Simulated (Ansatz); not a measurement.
**GaH6N···HF: density, localisation and related maps**

The calculation's input:

```
crystal:
  periodic: [false, false, false]
  atoms:
    - { symbol: Ga, position_ang: [-0.633205, -0.150189, -1.699525] }
    - { symbol: H, position_ang: [-0.055967, 1.278361, -1.506764] }
    - { symbol: H, position_ang: [0.362516, -1.341232, -1.998236] }
    - { symbol: H, position_ang: [-2.201631, -0.29979, -1.822692] }
    - { symbol: H, position_ang: [0.579753, 0.002224, 1.53816] }
    - { symbol: "N", position_ang: [-0.325927, -0.475599, 1.478945] }
    - { symbol: H, position_ang: [1.419864, 1.300115, -0.287651] }
    - { symbol: F, position_ang: [2.0493, 1.086202, 0.351098] }
    - { symbol: H, position_ang: [-0.206227, -1.422696, 1.859903] }
    - { symbol: H, position_ang: [-0.988476, 0.022603, 2.086662] }
basis:
  gaussian: { orbitals: def2-SVP }
hamiltonian:
  xc: blyp
relax:
  f_tol: 0.03
  max_steps: 50
output:
  orbitals: {}
```

Launched as:

```sh
ansatz run input.yaml --threads 2 --pin off --max-ram 3072MiB --backend cpu --events-out ev --progress --plain --runs-dir out
```

The fields are those of the run's last geometry, not of the input's.

Theory: RKS BLYP/def2-SVP in Ansatz 0.2.0.

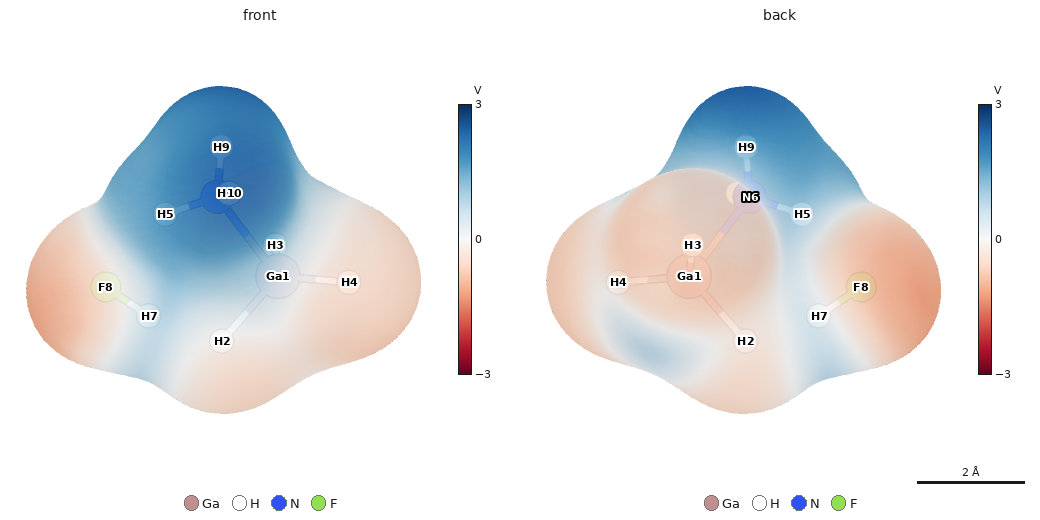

Figure 1. The molecular electrostatic potential painted on the density surface at 0.002 e/bohr³, seen from the front and from behind; red is negative and blue positive.

Question: Which sites attract a positive test charge, and which a negative one?

Answer: A positive charge is drawn to the negative regions and a negative charge to the positive ones. The most negative region (about −1.2 V) lies over F8, the most positive (about +2.4 V) over H9 and H10.

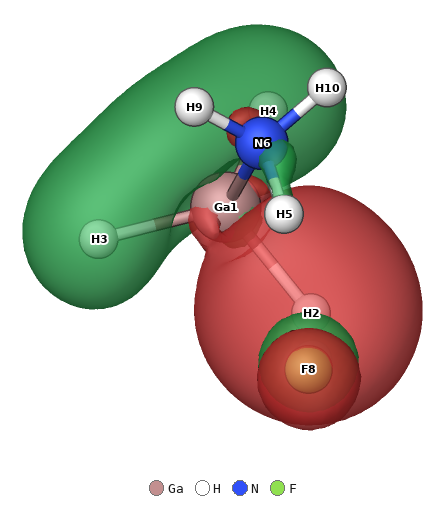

Figure 2. The HOMO−1 at ±0.08 Å⁻³ᐟ² (green and red are the two phases), seen at an oblique angle.

Question: Where does this orbital lie, and at what energy?

Answer: It lies mainly on Ga1 (about 35 %), H2 (about 35 %), H4 (about 10 %), H3 (about 10 %) and F8 (about 5 %). Its energy is −6.69 eV.

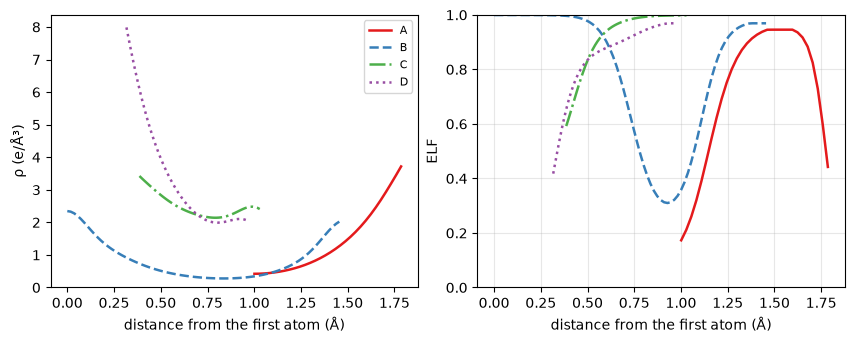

Figure 3. Electron density and ELF along straight lines between neighbouring atoms. The curves leave out the atomic cores.

Question: Which curve belongs to which contact (F–H, Ga–N, H–H and N–H)? The first atom named is at distance zero.

Answer: Curve A: Ga–N (2.16 Å): ρ is about 0.44 e/Å³ halfway; the ELF peaks at about 0.95 in the valence shell of N, 0.7 Å from its nucleus, and is about 0.30 at the midpoint. Curve B: H2···H7 (1.46 Å): the density falls to about 0.28 e/Å³ on the way; the ELF dips to about 0.30 between them. Curve C: N–H (1.03 Å): ρ at the midpoint is about 2.8 e/Å³; the ELF climbs to about 1 towards the hydrogen, as it does in any bond to H (an ordinary covalent bond to hydrogen). Curve D: F–H (0.97 Å): the density is about 4.2 e/Å³ at the midpoint; the ELF climbs to about 0.95 towards the hydrogen; a covalent bond by its length.
